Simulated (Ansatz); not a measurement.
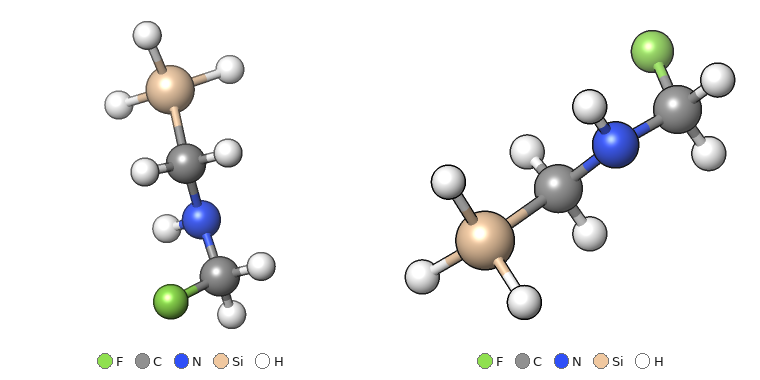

Both panels show the same species.

Question: Which formula does it have?

Answer: C2H8FNSi, 13 atoms: 2 carbon, 8 hydrogen, 1 fluorine, 1 nitrogen and 1 silicon.

Question: What is the point group of this geometry?

Answer: C1.

Question: How many bonds of each kind are drawn?

Answer: 4 C–H, 3 Si–H, 2 C–N, 1 C–F, 1 C–Si, 1 N–H.

Question: What is its SMILES?

Answer: FCNC[SiH3]

Question: Name some functional groups or characteristic bonds that it holds.

Answer: Among them: secondary amine, C–F bond, Si–H bond.

More results for the same structure follow; atom numbers are the same in all pictures, views and colours differ. The geometry was computed by an optimisation with PBE0-D4/def2-TZVP. No frequency run is at hand to confirm it as a minimum.

Shape

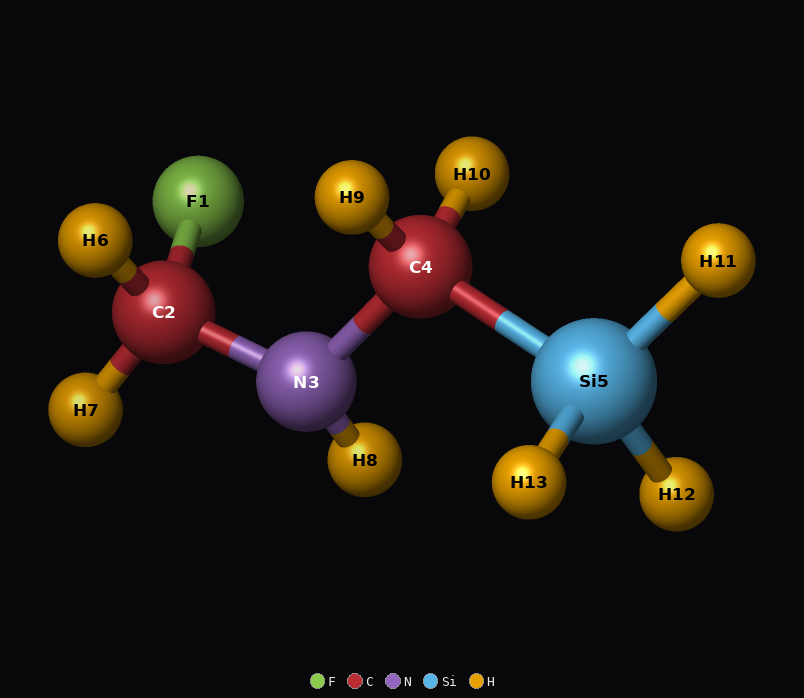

No frequency run is at hand to confirm it as a minimum.

List the bonds and their lengths.

| bond | length (Å) | order |
| --- | --- | --- |
| F1–C2 | 1.407 | single |
| C2–N3 | 1.400 | single |
| C2–H6 | 1.093 | single |
| C2–H7 | 1.092 | single |
| N3–C4 | 1.454 | single |
| N3–H8 | 1.011 | single |
| C4–Si5 | 1.884 | single |
| C4–H9 | 1.096 | single |
| C4–H10 | 1.099 | single |
| Si5–H11 | 1.487 | single |
| Si5–H12 | 1.490 | single |
| Si5–H13 | 1.485 | single |

Levels of theory compared

No frequency run is at hand to confirm it as a minimum. Program: Ansatz 0.2.0.

Tabulate HOMO–LUMO gap (eV), HOMO energy (eV) at these levels: B3LYP-D4/def2-TZVPP; PBE-D4/def2-TZVPP; PBE0-D4/def2-TZVPP; r2SCAN-D4/def2-TZVPP; ωB97M-V/def2-TZVPP; ωB97X-V/def2-TZVPP.

```csv
level,HOMO–LUMO gap (eV),HOMO energy (eV)
B3LYP-D4/def2-TZVPP,7.42,−7.12
PBE-D4/def2-TZVPP,5.65,−5.92
PBE0-D4/def2-TZVPP,7.89,−7.34
r2SCAN-D4/def2-TZVPP,6.43,−6.20
ωB97M-V/def2-TZVPP,11.78,−9.71
ωB97X-V/def2-TZVPP,12.24,−9.79
```

Charges

The questions are on Mulliken charges. No frequency run is at hand to confirm it as a minimum. Level of theory: RKS r2SCAN-D4/def2-TZVPP (Ansatz 0.2.0).

Question: Which atom carries the highest charge (most positive or least negative)?

Answer: Si5 (0.29 e).

Question: And the lowest?

Answer: F1, N3 (−0.27 e).

Give the Mulliken charges atom by atom.

```json
{"atom": "F1", "value (e)": "−0.27"}
{"atom": "C2", "value (e)": "0.21"}
{"atom": "N3", "value (e)": "−0.27"}
{"atom": "C4", "value (e)": "−0.11"}
{"atom": "Si5", "value (e)": "0.29"}
{"atom": "H6", "value (e)": "0.04"}
{"atom": "H7", "value (e)": "0.05"}
{"atom": "H8", "value (e)": "0.13"}
{"atom": "H9", "value (e)": "0.06"}
{"atom": "H10", "value (e)": "0.09"}
{"atom": "H11", "value (e)": "−0.07"}
{"atom": "H12", "value (e)": "−0.08"}
{"atom": "H13", "value (e)": "−0.07"}
```

Dipole moment

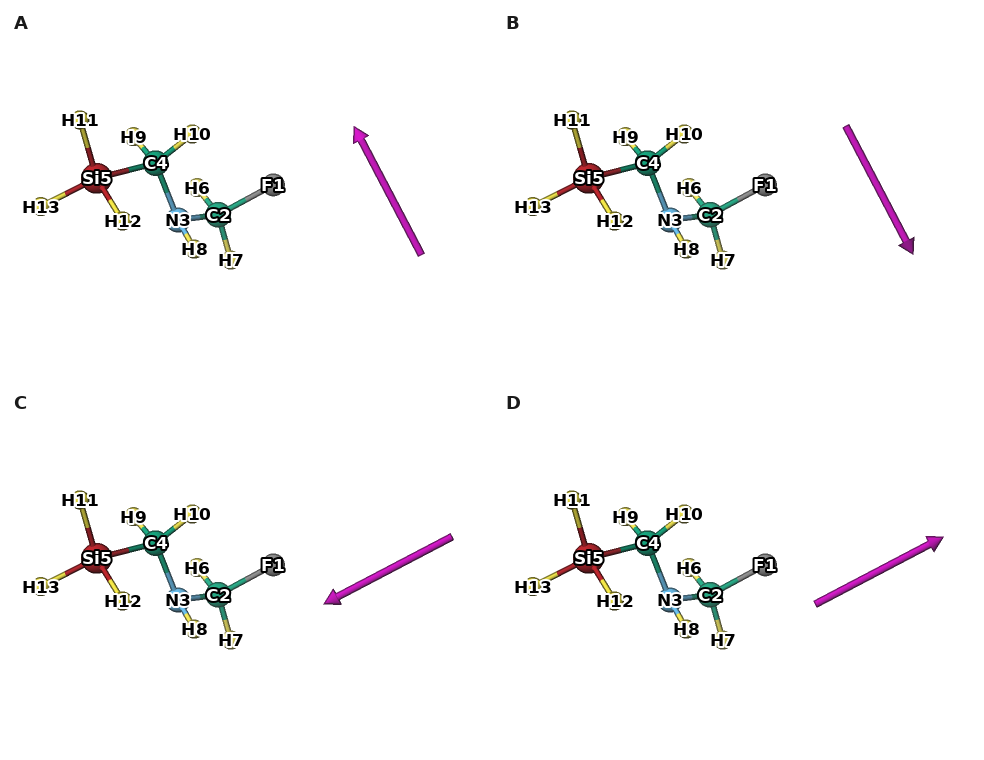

The same molecule four times, each with an arrow. No frequency run is at hand to confirm it as a minimum. Level of theory: RKS PBE-D4/def2-TZVPP (Ansatz 0.2.0).

Question: Which arrow points along the dipole moment, from the negative to the positive end?

Answer: C. The dipole moment is 0.82 D; it points from the side of F1 to the side of H13 (the outermost atoms at the two ends).

Mulliken values depend strongly on the basis set and can even reverse the polarity of a bond.
